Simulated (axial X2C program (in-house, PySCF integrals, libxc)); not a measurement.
# HWH⁻: bond lengths and stretches, held linear

Aim: the two bond lengths and stretching wavenumbers of linear HWH⁻, with and without spin–orbit coupling, at PBE0, HF, PBE, MP2.

The runs use an in-house X2C program for linear molecules on PySCF integrals; all-electron X2C, two-component (2c) or spin-free, H dyall-v3z, W dyall-v3z.

All values are calculated.

2 further runs of the same task are left out: 2 set aside as unsound or not needed.

## (1) Input

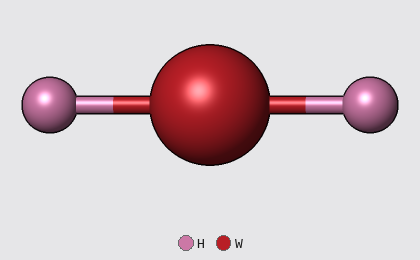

The atoms on one line, bonds 1.690 and 1.690 Å (hydrogen pink, tungsten red).

Contents of task.json:

```json
{"zs": [1, 74, 1], "q": -1, "bas": ["dyall-v3z", "dyall-v3z", "dyall-v3z"], "r0": [1.69, 1.69], "symm": 1, "scan": ["PBE0", "HF", "PBE"], "levels": ["PBE0", "HF", "r2SCAN"], "nst": 2}
```

Keys: zs atomic numbers; q charge; bas basis sets; r0 starting distance in Å; symm equal bonds; scan levels of the two-bond scan (MP2 follows by itself at each HF point); levels methods; nst determinants followed.

Started as:

```
$ python solin.py task.json out
```

Masses H 1.008, W 183.951, H 1.008 u.

## (2) Scan at PBE0, 2c

State: Ω = 5/2 (beyond evenly filled blocks: ω = 5/2). Energies above the lowest point, from the job's result record:

| r(H–W) (Å) | r(W–H) (Å) | E (meV) |
| --- | --- | --- |
| 1.8125 | 1.8125 | 23.91 |
| 1.8125 | 1.8590 | 10.34 |
| 1.8125 | 1.9055 | 14.59 |
| 1.8590 | 1.8125 | 10.34 |
| 1.8590 | 1.8590 | 0.00 |
| 1.8590 | 1.9055 | 7.32 |
| 1.8590 | 1.9520 | 29.14 |
| 1.9055 | 1.8125 | 14.59 |
| 1.9055 | 1.8590 | 7.32 |
| 1.9055 | 1.9055 | 17.54 |
| 1.9520 | 1.8590 | 29.14 |
| 1.9520 | 1.9520 | 69.32 |

A quadratic surface with cubic terms in each bond gives the minimum at 1.861 and 1.861 Å, force constants 1.29, 1.29 and coupling 0.22 mdyn/Å.

## (3) Scan at HF, 2c

State: Ω = 5/2 (beyond evenly filled blocks: ω = 5/2). Energies above the lowest point, from the job's result record:

| r(H–W) (Å) | r(W–H) (Å) | E (meV) |
| --- | --- | --- |
| 1.8125 | 1.8125 | 89.54 |
| 1.8125 | 1.8590 | 54.48 |
| 1.8125 | 1.9055 | 38.81 |
| 1.8590 | 1.8125 | 54.48 |
| 1.8590 | 1.8590 | 22.56 |
| 1.8590 | 1.9055 | 9.87 |
| 1.8590 | 1.9520 | 13.15 |
| 1.9055 | 1.8125 | 38.81 |
| 1.9055 | 1.8590 | 9.87 |
| 1.9055 | 1.9055 | 0.00 |
| 1.9520 | 1.8590 | 13.15 |
| 1.9520 | 1.9520 | 14.41 |

A quadratic surface with cubic terms in each bond gives the minimum at 1.909 and 1.909 Å, force constants 1.16, 1.16 and coupling 0.21 mdyn/Å.

## (4) Scan at PBE, 2c

State: Ω = 5/2 (beyond evenly filled blocks: ω = 5/2). Energies above the lowest point, from the job's result record:

| r(H–W) (Å) | r(W–H) (Å) | E (meV) |
| --- | --- | --- |
| 1.8125 | 1.8125 | 27.11 |
| 1.8125 | 1.8590 | 11.95 |
| 1.8125 | 1.9055 | 14.22 |
| 1.8590 | 1.8125 | 11.95 |
| 1.8590 | 1.8590 | 0.00 |
| 1.8590 | 1.9055 | 5.30 |
| 1.8590 | 1.9520 | 24.75 |
| 1.9055 | 1.8125 | 14.22 |
| 1.9055 | 1.8590 | 5.30 |
| 1.9055 | 1.9055 | 13.48 |
| 1.9520 | 1.8590 | 24.75 |
| 1.9520 | 1.9520 | 60.42 |

A quadratic surface with cubic terms in each bond gives the minimum at 1.866 and 1.866 Å, force constants 1.24, 1.24 and coupling 0.21 mdyn/Å.

## (5) The levels side by side

| level | r(H–W) (Å) | r(W–H) (Å) | lower stretch (cm⁻¹) | upper stretch (cm⁻¹) |
| --- | --- | --- | --- | --- |
| PBE0, 2c | 1.861 | 1.861 | 1351.9 | 1591.4 |
| HF, 2c | 1.909 | 1.909 | 1273.5 | 1518.9 |
| PBE, 2c | 1.866 | 1.866 | 1321.3 | 1563.2 |
| MP2, 2c | 1.861 | 1.861 | 1389.1 | 1626.9 |
| PBE0, spin-free | 1.864 | 1.864 | 1344.8 | 1591.7 |
| HF, spin-free | 1.912 | 1.912 | 1266.3 | 1518.3 |
| PBE, spin-free | 1.868 | 1.868 | 1314.4 | 1563.9 |
| MP2, spin-free | 1.864 | 1.864 | 1381.9 | 1626.3 |

Scans not shown above were run alike.

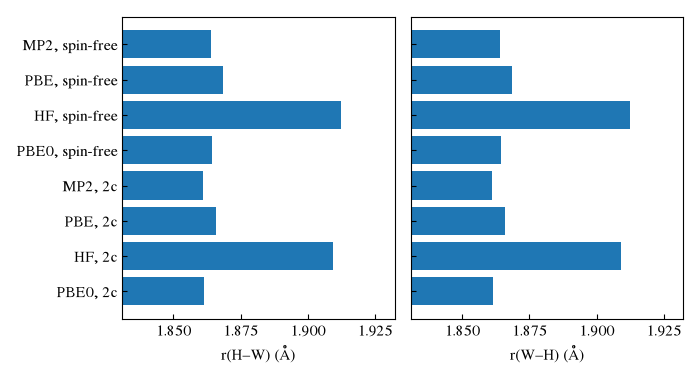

The two bond lengths by level.

**Reading.** Over the levels the H–W bond spans 1.861 to 1.912 Å and the W–H bond 1.861 to 1.912 Å. At PBE0 going from spin-free to two-component moves the bonds by -0.003 and -0.003 Å. Each state is one determinant, the lowest of a limited PBE0 search; the stretches come from a fit to few points and are good to some per cent at best. The stretches are sorted by size, and where the two bonds are alike the symmetric and antisymmetric modes can swap order between levels. MP2 freezes inner shells (threshold -2 hartree). For an anion the highest level of a functional can be positive, and the basis then holds the extra electron. The molecule was held linear; bending was not examined, so a bent shape may lie lower. Note: several unpaired electrons, one determinant need not be a pure state.
